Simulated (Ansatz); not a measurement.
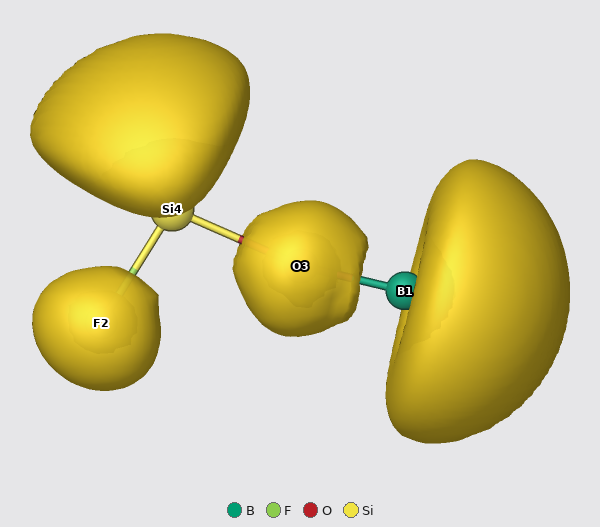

Figure 1: BFOSi. Isosurface of the ELF at 0.75 (yellow), seen across its widest extent. Core shells and regions of very low density are left out.

Geometry: PBE0-D3(BJ)/def2-SVP.

Theory: isolated molecule in a Gaussian basis; Kohn-Sham density functional theory, functional PBE0 in Ansatz.

```yaml
atoms:
  - { symbol: B, position_ang: [0.4733, 1.2850, 1.1429] }
  - { symbol: F, position_ang: [0.5599, -2.0000, -0.5580] }
  - { symbol: O, position_ang: [0.0702, 0.1953, 0.5727] }
  - { symbol: Si, position_ang: [-0.7425, -1.1349, -0.1278] }
```

Q: Describe the localisation domains.

A: The surface consists of one region on O in which the atom's valence shell and bonds are merged, one lobe on B, pointing away from the bonds (lone pairs), one lobe on Si, pointing away from the bonds (lone pairs) and one region wrapped around F (its lone pairs, merged into a ring or cap). Along the contacts the grid gives the following. B–O (1.29 Å): the ELF peaks at about 0.85 between the atoms (a polar covalent bond). Si–F (1.62 Å): the ELF peaks at about 0.85 in the valence shell of F, 0.6 Å from its nucleus, and is about 0.55 at the midpoint.
